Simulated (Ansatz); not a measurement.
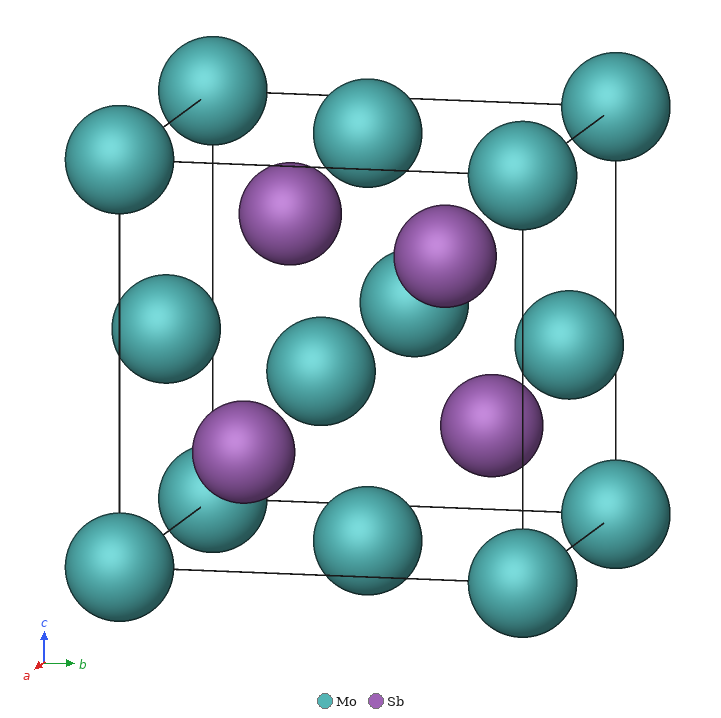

The structure above is drawn in spheres-only style and viewed slightly off an axis. Thin lines show the conventional unit cell, with boundary atoms drawn in all their periodic places.

SbMo, zinc blende (sphalerite type), space group F-43m (No. 216), a = 6.125 Å, b = 6.125 Å, c = 6.125 Å, α = 90.00°, β = 90.00°, γ = 90.00°. Starting structure: a structure type filled with these elements by a generator (whether the compound takes this form wasn't checked). Earlier steps of the study, as a rule a relaxation of our own, may have changed the cell and positions, so they can lie some per cent off the listed ones. It was run through Ansatz as a DFT input.

This one geometry was computed with Ansatz (DFT, plane waves, PAW) at five levels of theory: PBEsol, PBE, PBE with spin-orbit coupling, r2SCAN and LDA.

Which level gives the highest pressure at this volume, and what does that say about its equilibrium volume?

Answer. Highest: PBE (0.0 GPa) and PBE with spin-orbit coupling (0.0 GPa), which points to the largest equilibrium volume. Lowest, with the smallest volume: LDA (-5.0 GPa). Levels within 0.5 GPa of each other can't be told apart.

How does the band gap change with the level of theory?

Answer. All levels give a metal.

Collect the results in a table.

Answer.
| level | cutoff (eV) | k-mesh of the run's cell | gap (eV) | pressure (GPa) |
| --- | --- | --- | --- | --- |
| PBEsol | 420 | 10×10×10 | metal | -3.2 |
| PBE | 420 | 10×10×10 | metal | 0.0 |
| PBE with spin-orbit coupling | 420 | 10×10×10 | metal | 0.0 |
| r2SCAN | 500 | 10×10×10 | metal | -1.2 |
| LDA | 420 | 10×10×10 | metal | -5.0 |

Gaps are taken on the k-mesh or band path of each run.
